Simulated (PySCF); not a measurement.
# C₂H₂F₄, SMILES `FC(F)C(F)F`: electronic structure

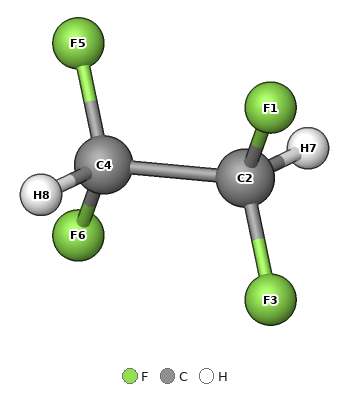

The molecule, with its atoms numbered as below. No frequency check shows the geometry to be a minimum.

Geometry (Å), atoms numbered from 1:

```
F1      -1.3835    1.0828   -0.0916
C2      -0.7000   -0.0001    0.3224
F3      -1.3835   -1.0827   -0.0916
C4       0.7000   -0.0001   -0.3224
F5       1.3835    1.0828    0.0916
F6       1.3835   -1.0827    0.0916
H7      -0.6516   -0.0001    1.4216
H8       0.6516   -0.0001   -1.4216
```

### 1. Bonding charge

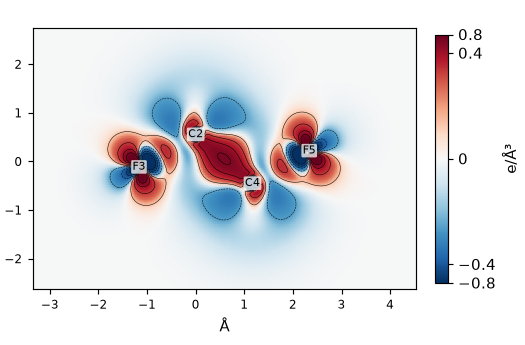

Deformation density (molecule less spherical, spin-averaged free atoms) in the plane of C2, F3, C4 and F5; colour scale in e/Å³, logarithmic beyond ±0.1; red: gain, blue: loss.

Method: PBE0/aug-cc-pVDZ; geometry: GFN2-xTB; program: PySCF.

Question: Describe the bonding that the map shows.

Answer: C2–C4: +0.63 e/Å³ at the bond critical point (bond length 1.54 Å). C2–F3 and C4–F5: −0.01 e/Å³ at the bond critical point (bond length 1.35 Å); up to 0.6 Å beside the axis the gain reaches +0.24 e/Å³. In all, 1.8 electrons gather in the regions of gain relative to the promolecule. A small or negative value marks a very polar bond, one between electron-rich atoms, whose free-atom densities already overlap strongly, a long bond to a heavier atom, or a closed-shell contact such as a hydrogen bond.

### 2. Bond critical points

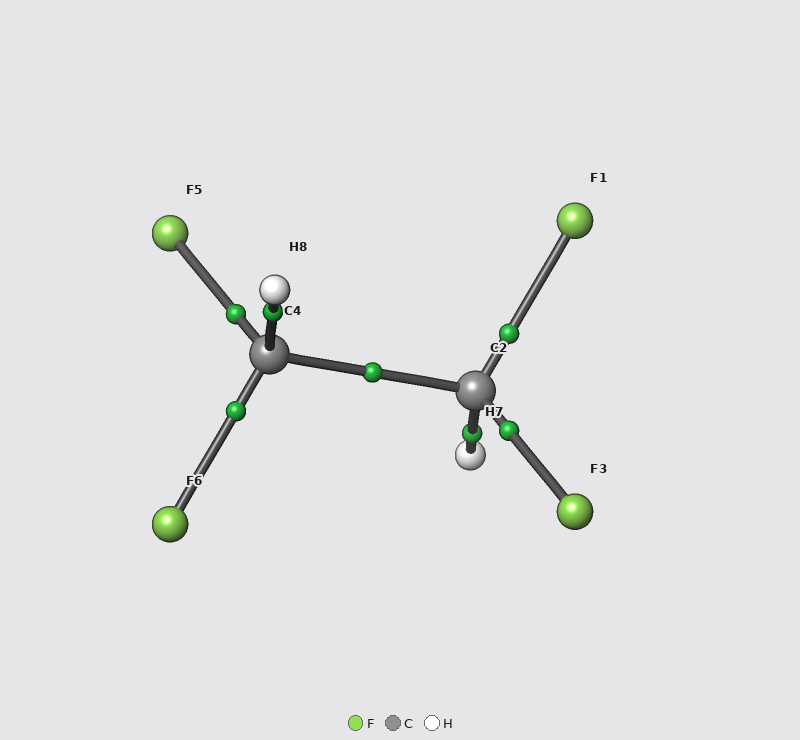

Molecular graph of the electron density (QTAIM): bond paths, bond critical points (green), ring points (magenta, if any); weak paths are dashed.

Question: How many critical points of each kind are there, and does the count close?

Answer: 8 nuclei, 7 bond, 0 ring and 0 cage critical points: 8 − 7 + 0 − 0 = 1, as the Poincaré–Hopf relation requires.

Question: Tabulate density, Laplacian, ellipticity and energy density at the bond critical points (atomic units).

Answer:
| bond | length (Å) | ρ (a.u.) | ∇²ρ (a.u.) | ε | H (a.u.) |
| --- | --- | --- | --- | --- | --- |
| C2–H7 (2 alike) | 1.100 | 0.290 | −1.17 | 0.03 | −0.320 |
| C2–C4 | 1.541 | 0.262 | −0.65 | 0.07 | −0.213 |
| C2–F3 (4 alike) | 1.346 | 0.260 | −0.08 | 0.24 | −0.374 |

Question: What kind of interaction is C2–F3?

Answer: Shared-shell (covalent): ρ = 0.260, ∇²ρ = −0.08, H = −0.374 a.u. Its ellipticity of 0.24 shows that the density isn't cylindrical about the bond.

### 3. Local ionisation energy

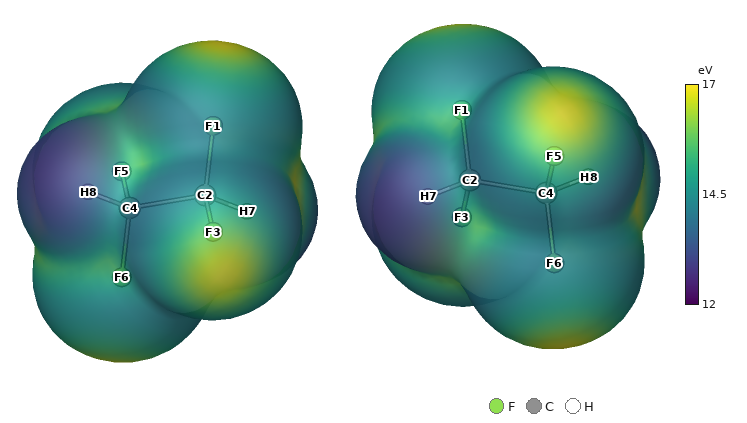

Average local ionisation energy on the surface of electron density 0.001 a.u. (back view left, front view right).

Question: Locate the minima of the map.

Answer: The lowest value is 12.7 eV, 1.3 Å from H8, and at like points elsewhere. Further minima include 13.9 eV, 1.7 Å from F3; 14.1 eV, 1.7 Å from F3, and at like points elsewhere; 14.2 eV, 1.7 Å from F6. For comparison, the highest occupied orbital lies at −9.9 eV.

### 4. Excited states

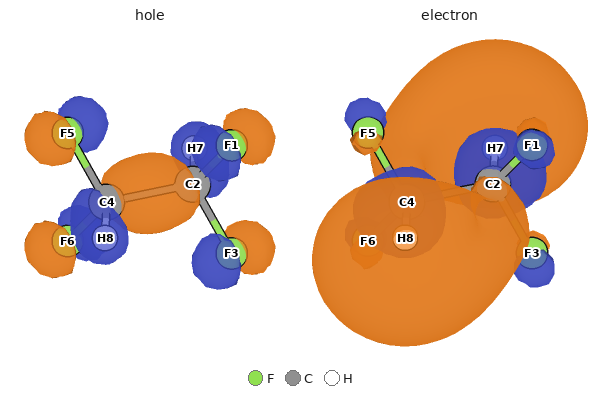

Leading natural transition orbital pair of S₃ (TDA singlet states); the surfaces enclose about 70 % of each orbital's density.

PySCF calculation, PBE0/def2-SVP, gas phase; geometry: GFN2-xTB. Without diffuse functions Rydberg states are missing, so the states' numbers hold for this basis only.

Question: Where does the state lie, and where do hole and electron sit?

Answer: 11.08 eV (112 nm), f = 0.000 (dark), partly diffuse acceptor orbital, which a basis without diffuse functions describes poorly; the leading pair carries 99 %; hole on C2 and C4 (18 % each), F1, F3, F5 and F6 (13 % each) and H7 and H8 (6 % each), electron on H7 and H8 (30 % each) and C2 and C4 (15 % each) (atom shares of so diffuse an orbital are rough); their centroids lie 0.0 Å apart. In canonical orbitals it is mainly HOMO → LUMO+2 (99 %). The HOMO–LUMO gap is 11.65 eV.

### 5. Removing or adding an electron

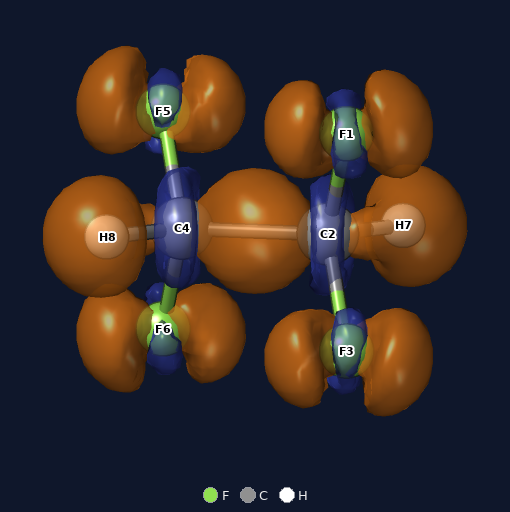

Fukui function f⁻ = ρ(N) − ρ(N−1) at fixed geometry, surfaces at ±0.04 e/Å³ (orange positive, blue negative).

PySCF calculation, PBE0/6-311G**, gas phase; geometry: GFN2-xTB.

Question: Which atoms respond most to the removal of an electron?

Answer: f⁻ (Hirshfeld-condensed) is largest on F1, F3, F5 and F6 (0.14 each), H7 and H8 (0.11 each) and C2 and C4 (0.11 each); the vertical ionisation energy is 12.29 eV. Condensed values hint at sites of electrophilic attack but needn't mark the atom that reacts. Shares this close don't rank the sites. Orbital relaxation makes it negative in places (0.15 e in all).

### 6. Localised orbitals

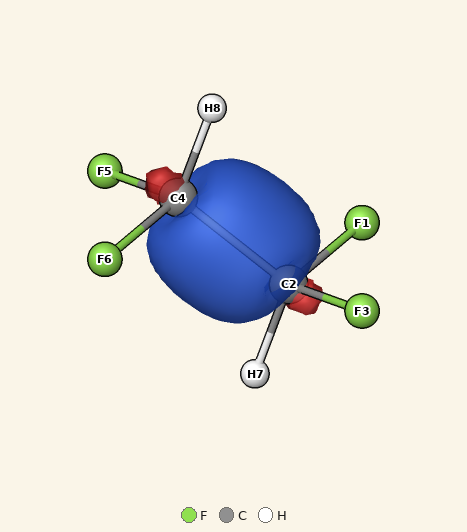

Pipek–Mezey orbitals, occupied; each surface holds about 80 % of the orbital's density. Energies are diagonal elements of the Fock matrix.

PySCF calculation, ωB97X/cc-pVTZ, gas phase; geometry: GFN2-xTB.

Question: What does this orbital represent?

Answer: σ bond C2–C4 (C2 50 %, C4 50 %; −20.5 eV).

Question: How do all the valence pairs divide up?

Answer: 19 pairs: 12 lone pairs and 7 σ bonds.

### 7. Stretching a bond

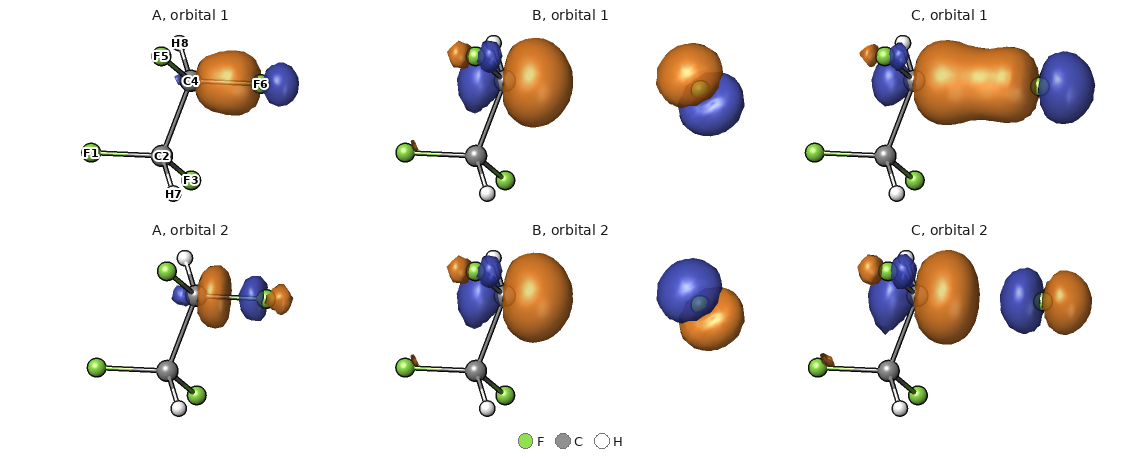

Rigid stretch of the C4–F6 bond. The two CASSCF(2,2) natural orbitals nearest half filling (orbital 1 the more occupied).

Level of theory: cc-pVDZ basis (PySCF), at a geometry from GFN2-xTB.

Question: The columns are at 1.33, 2.39 and 3.72 Å, in some order. Assign them, and give the occupations.

Answer: A: 1.33 Å, occupations 1.98 and 0.02. B: 3.72 Å, occupations 1.02 and 0.98. C: 2.39 Å, occupations 1.58 and 0.42.

Question: Where does the UHF solution part from RHF?

Answer: Between 1.60 Å (⟨S²⟩ = 0, the two coincide) and 1.80 Å (⟨S²⟩ = 0.05); at 3.72 Å ⟨S²⟩ is 1.01 and UHF lies 5.9 eV below RHF.

Question: How much energy does the stretch cost?

Answer: By CASSCF, 4.3 eV from the lowest point of the scan (1.33 Å) to 3.72 Å; RHF gives 9.4 eV from its own lowest point. The fragments aren't relaxed and dynamic correlation is missing, so this isn't a bond dissociation energy.

The PySCF runs shown took 8.3 s, 74 s, 100 s, 12 s and 3 min on 1 thread of Intel(R) Xeon(R) 6975P-C (Granite Rapids), on a shared host.
